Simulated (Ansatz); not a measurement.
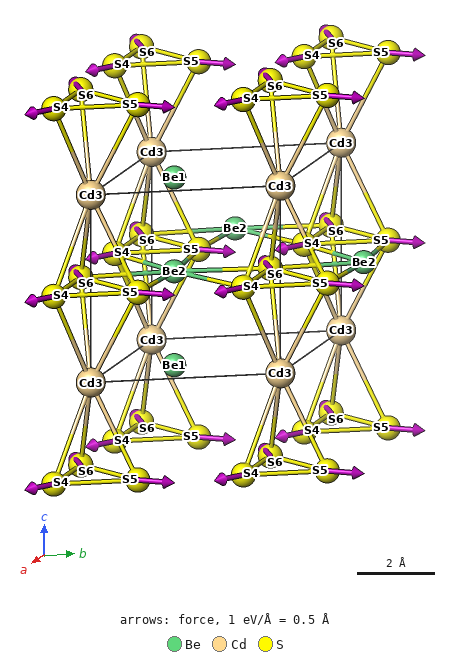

Starting geometry of solid Be2CdS3 (a generated structure, set up in P-6m2) (coarse preliminary run) with the computed forces as purple arrows. Style: ball-and-stick. Shown: the cell of the calculation, slightly off an axis.

These are results of DFT PBE, scalar-relativistic, plane waves, PAW in Ansatz, not measurements.

Input
```yaml
crystal:
  lattice:
    - [5.02872135, 0.0, 0.0]
    - [-2.51436067, 4.35500044, 0.0]
    - [0.0, 0.0, 5.01526693]
  atoms:
    - { symbol: Be, position: [0.66666667, 0.33333333, 0.0] }
    - { symbol: Be, position: [0.66666667, 0.33333333, 0.5] }
    - { symbol: Cd, position: [0.0, 0.0, 0.0] }
    - { symbol: S, position: [0.14759541, 0.85240459, 0.5] }
    - { symbol: S, position: [0.14759541, 0.29519081, 0.5] }
    - { symbol: S, position: [0.70480919, 0.85240459, 0.5] }
basis:
  ecutwfc: 420
kpoints:
  mp_grid: { grid: [6, 6, 4] }
hamiltonian:
  xc: pbe
scf:
  occupations: { method: gaussian, width: 0.1 }
  lower_state_search: "off"
output:
  forces: true
  stress: true
  eigenvalues: true
relax:
  adjacent_minimum: "off"
  f_tol: 0.04
  max_steps: 70
  cell: { stress_tol: 0.4 }
```

Run as
```bash
ansatz run input.yaml --threads 1 --pin off --max-ram 2560MiB --backend cpu --events-out ev --progress --plain --runs-dir out
```

> What follows when this structure is relaxed?

It isn't relaxed: the largest force vector, on S atoms, is 2.06 eV/Å. The atoms end up moving mostly along the starting forces (cosine between the two patterns 1.00). The energy falls by 224 meV per atom in 8 accepted moves (9 points after the start). Largest force component: 2.1 eV/Å at the start, 0.011 eV/Å at the end. The pressure goes from 5.71 to 0.05 GPa. At 1 point the geometry stayed and the basis and grid were re-selected for the new cell (energy shift of 0.5 meV per atom at most each time). The largest moves relative to the cell, 0.33 Å, are those of S4, S5 and S6. S5 goes along [1 2 0]. Be and Cd stay in place. The volume changes by +2.1 %, with a = b 5.029 → 5.537 Å (+10.1 %), c 5.015 → 4.223 Å (−15.8 %). Among the contacts that change: S4–S5 2.227 → 3.030 Å, S4–S5 (another image) 2.802 → 2.508 Å, Be2–S4 2.520 → 2.773 Å, Cd3–S4 2.818 → 2.742 Å. Bond angles that change, for instance: S4–Cd3–S4 125.7° → 100.7°, Cd3–S4–Cd3 125.7° → 100.7°, S4–Cd3–S5 153.6° → 142.8°. The space group stays P-6m2 (No. 187). The run took 41 s on 1 thread of Intel(R) Xeon(R) Platinum 8488C (Sapphire Rapids), on a shared host, peak memory 0.45 GiB.
